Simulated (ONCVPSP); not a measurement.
Pseudopotential generation: Ta (part 1 of 2)

Tantalum (Ta, Z = 73), core [Kr] 4d10, reference valence 4f14 5s2 5p6 5d3 6s2, valence charge 27. Computed at this level: ONCV potential, PBE, scalar-relativistic, made with ONCVPSP 4.0.1.

### Output (extracts)
```
ONCVPSP  (Optimized Norm-Conservinng Vanderbilt PSeudopotential)
scalar-relativistic version 4.0.1

#   n    l    f        energy (Ha)
    1    0    2.00    -2.4758805E+03
    2    0    2.00    -4.2537754E+02
    2    1    6.00    -3.7273829E+02
    3    0    2.00    -9.7446992E+01
    3    1    6.00    -8.1793170E+01
    3    2   10.00    -6.3540421E+01
    4    0    2.00    -1.9867990E+01
    4    1    6.00    -1.4734028E+01
    4    2   10.00    -8.1654646E+00
    4    3   14.00    -9.0786717E-01
    5    0    2.00    -2.6828014E+00
    5    1    6.00    -1.4478904E+00
    5    2    3.00    -1.3196212E-01
    6    0    2.00    -2.0000968E-01

Reference configufation results
  iterations    31
  all-electron total energy (Ha)   -1.56045591D+04

Begin loop to  construct optimized pseudo wave functions
and semi-local pseudopoentials for all angular momenta

Calculating optimized projector #   1

 for l=   0

    Fraction of norm inside rc  0.923098
    Optimizing pswf for qcut=   7.29 a_B^-1,  ecut=  26.58 Ha
    Residual kinetic energy error=  3.87D-06 Ha

    Energy error per electron        Cutoff
         Ha          eV             Ha
         0.01000     0.27211       14.84
         0.00100     0.02721       19.12
         0.00010     0.00272       22.26
         0.00001     0.00027       25.68

Calculating optimized projector #   2

 for l=   0

    Fraction of norm inside rc  0.048879
    Optimizing pswf for qcut=   7.29 a_B^-1,  ecut=  26.58 Ha
    Residual kinetic energy error=  2.10D-06 Ha

    Energy error per electron        Cutoff
         Ha          eV             Ha
         0.01000     0.27211       11.38
         0.00100     0.02721       17.31
         0.00010     0.00272       21.32
         0.00001     0.00027       24.65

   Wellstate for l =  1  n =  7
     eigenvalue =   1.2521
     asymptotic potential =   1.7521
     half-point radius =  4.1893

Calculating optimized projector #   1

 for l=   1

    Fraction of norm inside rc  0.459273
    Optimizing pswf for qcut=   6.60 a_B^-1,  ecut=  21.81 Ha
    Residual kinetic energy error=  8.10D-03 Ha

    Energy error per electron        Cutoff
         Ha          eV             Ha
         0.01000     0.27211       20.93
         0.00100     0.02721       77.29
         0.00010     0.00272      209.12
         0.00001     0.00027      238.03

Calculating optimized projector #   2

 for l=   1

    Fraction of norm inside rc  0.049941
    Optimizing pswf for qcut=   6.60 a_B^-1,  ecut=  21.81 Ha
    Residual kinetic energy error=  2.83D-03 Ha

    Energy error per electron        Cutoff
         Ha          eV             Ha
         0.01000     0.27211       15.43
         0.00100     0.02721       42.46
         0.00010     0.00272      255.37
         0.00001     0.00027      296.28

   Wellstate for l =  2  n =  8
     eigenvalue =   2.0680
     asymptotic potential =   2.5680
     half-point radius =  5.4771

Calculating optimized projector #   1

 for l=   2

    Fraction of norm inside rc  0.730531
    Optimizing pswf for qcut=   5.80 a_B^-1,  ecut=  16.81 Ha
    Residual kinetic energy error=  2.36D-07 Ha

    Energy error per electron        Cutoff
         Ha          eV             Ha
         0.01000     0.27211        8.40
         0.00100     0.02721       10.95
         0.00010     0.00272       12.94
         0.00001     0.00027       14.54

Calculating optimized projector #   2

 for l=   2

    Fraction of norm inside rc  0.181844
    Optimizing pswf for qcut=   5.80 a_B^-1,  ecut=  16.81 Ha
    Residual kinetic energy error=  4.43D-06 Ha

    Energy error per electron        Cutoff
         Ha          eV             Ha
         0.01000     0.27211        9.73
         0.00100     0.02721       12.40
         0.00010     0.00272       14.39
         0.00001     0.00027       16.62

   Wellstate for l =  3  n =  5
     eigenvalue =   0.8921
     asymptotic potential =   1.3921
     half-point radius =  3.7977

Calculating optimized projector #   1

 for l=   3

    Fraction of norm inside rc  0.892675
    Optimizing pswf for qcut=  16.12 a_B^-1,  ecut= 129.86 Ha
    Residual kinetic energy error=  4.54D-05 Ha

    Energy error per electron        Cutoff
         Ha          eV             Ha
         0.01000     0.27211      103.84
         0.00100     0.02721      115.88
         0.00010     0.00272      125.65
         0.00001     0.00027      292.18

Calculating optimized projector #   2

 for l=   3

    Fraction of norm inside rc  0.020941
    Optimizing pswf for qcut=  16.12 a_B^-1,  ecut= 129.86 Ha
    Residual kinetic energy error=  6.93D-06 Ha

    Energy error per electron        Cutoff
         Ha          eV             Ha
         0.01000     0.27211       84.73
         0.00100     0.02721      103.41
         0.00010     0.00272      117.09
         0.00001     0.00027      127.92

Construct Vanderbilt / Kleinmman-Bylander projectors

B matrix Hermiticity error, ll=   0
   1   2    3.0807E-04

  Orthonormal projector coefficients  1.6828E+01  2.0214E+00

B matrix Hermiticity error, ll=   1
   1   2   -3.3910E-04

  Orthonormal projector coefficients  2.0511E+01  6.0842E+00

B matrix Hermiticity error, ll=   2
   1   2    1.2030E-04

  Orthonormal projector coefficients  5.9240E+00 -1.3824E+00

B matrix Hermiticity error, ll=   3
   1   2    3.2127E-04

  Orthonormal projector coefficients -2.7739E+01 -8.5326E+00

Model core correction analysis
  based on d2Exc/dn_idn_j

d2excae - all-electron derivatives

   -2.392667D-02   -1.160392D-02   -8.200172D-03   -2.589484D-03
   -8.802185D-04
   -1.160376D-02   -2.816575D-02   -2.458185D-02   -9.639102D-03
   -1.559118D-03
   -8.200057D-03   -2.458184D-02   -2.492679D-02   -1.349074D-02
   -2.633995D-03
   -2.589445D-03   -9.639057D-03   -1.349071D-02   -1.789113D-02
   -1.421124D-02
   -8.801901D-04   -1.558968D-03   -2.633579D-03   -1.420894D-02
   -2.448621D-02

d2excps - pseudofunction derivatives with no core correction

   -4.329689D-02   -1.807412D-02   -1.021910D-02   -2.572728D-03
   -1.452949D-03
   -1.807412D-02   -2.646496D-02   -2.441530D-02   -9.492254D-03
   -1.488721D-03
   -1.021900D-02   -2.441521D-02   -2.600865D-02   -1.374472D-02
   -2.615959D-03
   -2.572690D-03   -9.492179D-03   -1.374469D-02   -1.838654D-02
   -1.425535D-02
   -1.452937D-03   -1.488586D-03   -2.615546D-03   -1.425307D-02
   -2.446595D-02

rms 2nd derivative error    4.346467E-03

rmatch, rhocmatch    0.5843   96.1561

Teter function model core charge with specified parameters

d2excps - pseudofunction derivatives with core correction

   -3.424984D-02   -1.623459D-02   -9.870277D-03   -2.549817D-03
   -1.267275D-03
   -1.623454D-02   -2.606668D-02   -2.425369D-02   -9.473156D-03
   -1.450850D-03
   -9.870182D-03   -2.425359D-02   -2.594087D-02   -1.373530D-02
   -2.601643D-03
   -2.549779D-03   -9.473075D-03   -1.373526D-02   -1.838508D-02
   -1.425371D-02
   -1.267256D-03   -1.450695D-03   -2.601229D-03   -1.425143D-02
   -2.446225D-02

rms 2nd derivative error    2.541140E-03

Pseudoatom total energy -324.244060

Diagnostic tests using Vanderbilt-Kleinman-Bylander pseudopotentials
  1 or more projectors used as specified by nproj input data

   l    rcore       rmatch      e in        delta e   norm test  slope test

   0   1.6544864   1.7047202  -2.6828014   0.0000109   1.0001867   1.0001857
   0   1.6544864   1.7047202  -0.2000097   0.0000045   1.0000548   1.0000483

   1   1.2049533   1.2415383  -1.4478904  -0.0000178   1.0001459   1.0002068
   1   1.2049533   1.2415383   1.2521096   0.0000136   1.0005379   1.0005379

   2   2.7020763   2.7841172  -0.1319621  -0.0000007   1.0000402   1.0000415
   2   2.7020763   2.7841172   2.0680379   0.0000138   1.0000721   1.0000721

   3   1.0500662   1.0819484  -0.9078672  -0.0000092   1.0004855   1.0004969
   3   1.0500662   1.0819484   0.8921328   0.0000293   1.0007331   1.0007331

 Testing for bound ghosts
   n   l    E NL Schr. Eq   E Basis Diag.   E Cutoff

   1   0       -2.682791       -2.682786     69.44
   2   0       -0.200005       -0.131818     69.44

   2   1       -1.447908       -1.445232    343.58

   3   2       -0.131963       -0.131383     60.72

   4   3       -0.907876       -0.907145    448.27

 Testing for highly-localized positive-energy ghosts
       l    <radius>/rc     E Basis Diag.   E Cutoff

       0        0.217966        0.726114     69.44  WARNING - GHOST(+)

       1        0.761347        9.069415    343.58  WARNING - GHOST(+)

       2        0.826881        5.992186     60.72  WARNING - GHOST(+)

Test configuration 0

   n   l     f        eae           eps        diff
   1   0  2.0000-2475.88045401
   2   0  2.0000 -425.37754144
   2   1  6.0000 -372.73829328
   3   0  2.0000  -97.44699169
   3   1  6.0000  -81.79317025
   3   2 10.0000  -63.54042099
   4   0  2.0000  -19.86799041
   4   1  6.0000  -14.73402809
   4   2 10.0000   -8.16546463
   4   3 14.0000   -0.90786717   -0.90787638   -9.22D-06
   5   0  2.0000   -2.68280139   -2.68279053    1.09D-05
   5   1  6.0000   -1.44789044   -1.44790820   -1.78D-05
   5   2  3.0000   -0.13196212   -0.13196286   -7.34D-07
   6   0  2.0000   -0.20000968   -0.20000522    4.47D-06

    Total energies and differences
      AE_ref= -1.56045591D+04  AE_tst= -1.56045591D+04  dif=  0.00D+00
      PS_ref= -3.24244060D+02  PS_tst= -3.24244060D+02  dif=  6.75D-10
      PSP excitation error= -6.75D-10

Test configuration 1

   n   l     f        eae           eps        diff
   1   0  2.0000-2476.14704793
   2   0  2.0000 -425.64233993
   2   1  6.0000 -373.00315223
   3   0  2.0000  -97.71189400
   3   1  6.0000  -82.05807631
   3   2 10.0000  -63.80521892
   4   0  2.0000  -20.13295369
   4   1  6.0000  -14.99895064
   4   2 10.0000   -8.43025950
   4   3 14.0000   -1.17255225   -1.17454196   -1.99D-03
   5   0  2.0000   -2.94752401   -2.94826564   -7.42D-04
   5   1  6.0000   -1.71333955   -1.71356450   -2.25D-04
   5   2  3.0000   -0.38537274   -0.38544245   -6.97D-05
   6   0  1.0000   -0.42703163   -0.42707040   -3.88D-05

    Total energies and differences
      AE_ref= -1.56045591D+04  AE_tst= -1.56042480D+04  dif=  3.11D-01
      PS_ref= -3.24244060D+02  PS_tst= -3.23932753D+02  dif=  3.11D-01
      PSP excitation error= -1.22D-04

Test configuration 2

   n   l     f        eae           eps        diff
   1   0  2.0000-2476.45735862
   2   0  2.0000 -425.95023915
   2   1  6.0000 -373.31114770
   3   0  2.0000  -98.01950689
   3   1  6.0000  -82.36569763
   3   2 10.0000  -64.11275572
   4   0  2.0000  -20.44065925
   4   1  6.0000  -15.30663254
   4   2 10.0000   -8.73780818
   4   3 14.0000   -1.47981005   -1.48449531   -4.69D-03
   5   0  2.0000   -3.25430359   -3.25607687   -1.77D-03
   5   1  6.0000   -2.01955083   -2.02013733   -5.86D-04
   5   2  3.0000   -0.67295661   -0.67316283   -2.06D-04

    Total energies and differences
      AE_ref= -1.56045591D+04  AE_tst= -1.56036977D+04  dif=  8.61D-01
      PS_ref= -3.24244060D+02  PS_tst= -3.23382225D+02  dif=  8.62D-01
      PSP excitation error= -4.25D-04

Test configuration 3

   n   l     f        eae           eps        diff
   1   0  2.0000-2476.92228184
   2   0  2.0000 -426.41691841
   2   1  6.0000 -373.77788362
   3   0  2.0000  -98.48297828
   3   1  6.0000  -82.82919025
   3   2 10.0000  -64.57679524
   4   0  2.0000  -20.90400410
   4   1  6.0000  -15.77021391
   4   2 10.0000   -9.20174220
   4   3 14.0000   -1.94273879   -1.94380585   -1.07D-03
   5   0  2.0000   -3.71296860   -3.71280085    1.68D-04
   5   1  6.0000   -2.46752063   -2.46722146    2.99D-04
   5   2  2.0000   -1.07045410   -1.06967986    7.74D-04

    Total energies and differences
      AE_ref= -1.56045591D+04  AE_tst= -1.56028303D+04  dif=  1.73D+00
      PS_ref= -3.24244060D+02  PS_tst= -3.22514861D+02  dif=  1.73D+00
      PSP excitation error= -3.69D-04

Test configuration 4

   n   l     f        eae           eps        diff
   1   0  2.0000-2475.98928557
   2   0  2.0000 -425.48471001
   2   1  6.0000 -372.84542976
   3   0  2.0000  -97.55448284
   3   1  6.0000  -81.90065274
   3   2 10.0000  -63.64780346
   4   0  2.0000  -19.97572319
   4   1  6.0000  -14.84171514
   4   2 10.0000   -8.27301210
   4   3 14.0000   -1.01530660   -1.01871403   -3.41D-03
   5   0  2.0000   -2.79060454   -2.79161733   -1.01D-03
   5   1  6.0000   -1.55544703   -1.55569091   -2.44D-04
   5   2  3.0000   -0.22231365   -0.22230134    1.23D-05
   6   1  2.0000   -0.09907753   -0.09908523   -7.70D-06

    Total energies and differences
      AE_ref= -1.56045591D+04  AE_tst= -1.56042433D+04  dif=  3.16D-01
      PS_ref= -3.24244060D+02  PS_tst= -3.23928029D+02  dif=  3.16D-01
      PSP excitation error= -1.56D-04
```

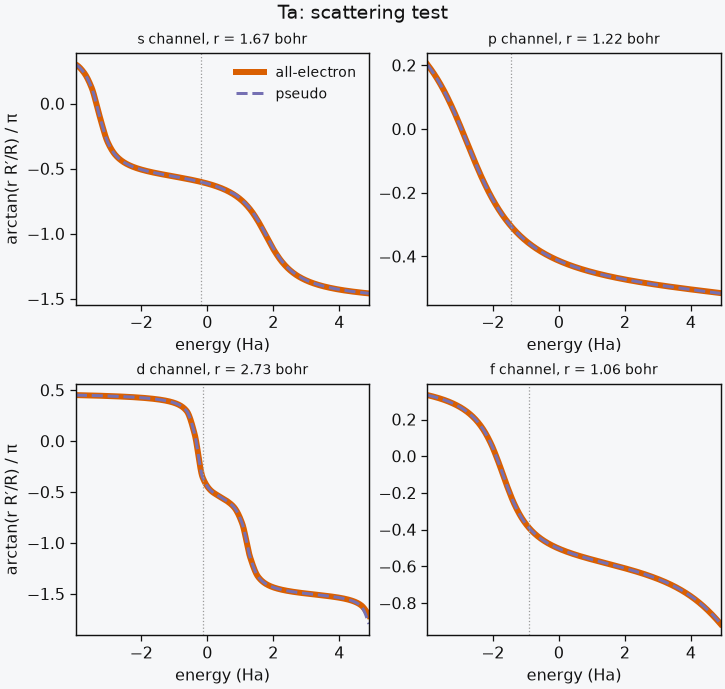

Fig. 1: Unwrapped phase arctan(r R′/R) in units of π against energy, all-electron (solid) and pseudo (dashed); the pseudo phase is matched to the all-electron one at the reference energy. Here R(r) is the radial function. The dotted line marks the reference energy of the channel.

- Ghost states: the plot shows none: the two phases stay within 0.26 rad of each other in all channels drawn. The separate test gives: no bound ghost flagged; GHOST(+) flagged for s at 19.8 eV, p at 246.8 eV, d at 163.1 eV.
- Range over which the phases agree within 0.05 rad: s: up to about 0.7 Ha; p: over the whole range drawn; d: up to about 4.7 Ha; f: over the whole range drawn.
- First channel to depart above its reference energy: the s channel: its phase error passes 0.05 rad 0.9 Ha above its reference energy, against 4.9 Ha for d.

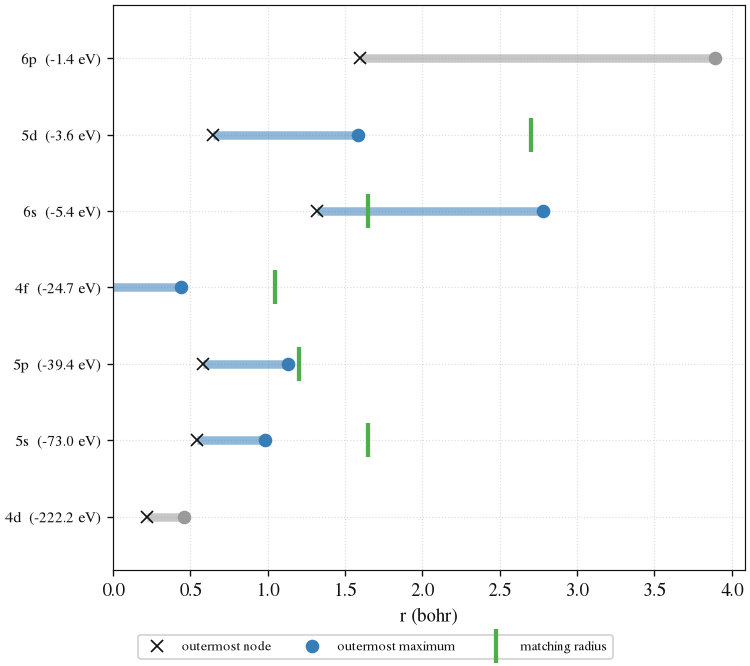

Fig. 2: Outer shells of the all-electron reference atom: each bar runs from the outermost node (or the nucleus) to the outermost maximum of u(r); the tick is the radius chosen for the pseudo-wave. Shells without a tick have no pseudo-wave of their own. Levels, nodes and maxima are from ld1.x, scalar-relativistic.

- Radii against the shells: 5s: 1.65 bohr, outside the maximum; 5p: 1.20 bohr, outside the maximum; 4f: 1.05 bohr, outside the maximum; 6s: 1.65 bohr, between node and maximum; 5d: 2.70 bohr, outside the maximum.

(Continued in part 2.) Outcome of the run: generated.
